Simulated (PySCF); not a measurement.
**Single-point calculation, with input and output: InH$_{4}$**

- system: InH$_{4}$, multiplicity 2
- method: CISD/STO-3G, UHF (PySCF 2.14.0)

The geometry comes from this level: GFN2-xTB.

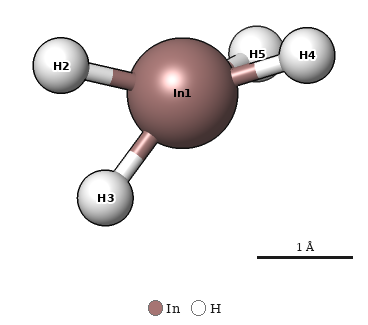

*The structure (ball-and-stick view, seen at a tilt; atoms are numbered from 1 in the order of the input). Sticks mark near contacts.*

Bond lengths as drawn: H–In 1.40 Å.

Summary

| quantity | value |
| --- | --- |
| outcome | converged |
| total energy | −5684.983380 hartree |
| SCF energy | −5684.908439 hartree |
| correlation energy | −0.074941 hartree |
| basis functions | 31 |
| ⟨S²⟩ | 0.776 |
| hardware | 1 thread of Intel Xeon (Sapphire Rapids), 16 GiB of memory available, shared host |
| wall time | 0.86 s |
| peak memory | 0.1 GiB |

Notes

The record of the run, not the program, notes: no relativistic term for heavy atoms.

Input file (input.py)
```python
from pyscf import gto, scf, ci

molecule = gto.M(
    atom=[
    ('In', (-0.000000, 0.000000, 0.000000)),
    ('H', (0.560630, -0.031290, 1.284590)),
    ('H', (1.400460, -0.017420, 0.062620)),
    ('H', (-0.972030, 0.765570, -0.659200)),
    ('H', (-0.989060, -0.716860, -0.688020)),
],
    spin=1,
    verbose=3,
    charge=0,
    basis='sto-3g',
    max_memory=1860,
)

hf = scf.UHF(molecule)
hf.conv_tol = 1e-10
hf.kernel()
if not hf.converged:
    hf = hf.newton().run(hf.mo_coeff, hf.mo_occ)

cisd = ci.CISD(hf, frozen=18)
cisd.kernel()
energy = cisd.e_tot
print(f'total energy: {energy:.8f} hartree')
```

Run as:
```bash
OMP_NUM_THREADS=1 python input.py
```

Log
```
WARN: HOMO -0.450195598147958 >= LUMO -0.450195598147958

converged SCF energy = -5684.90843946194  <S^2> = 0.77633069  2S+1 = 2.0261596
E(UCISD) = -5684.983380172973  E_corr = -0.07494071103495231
total energy: -5684.98338017 hartree
```
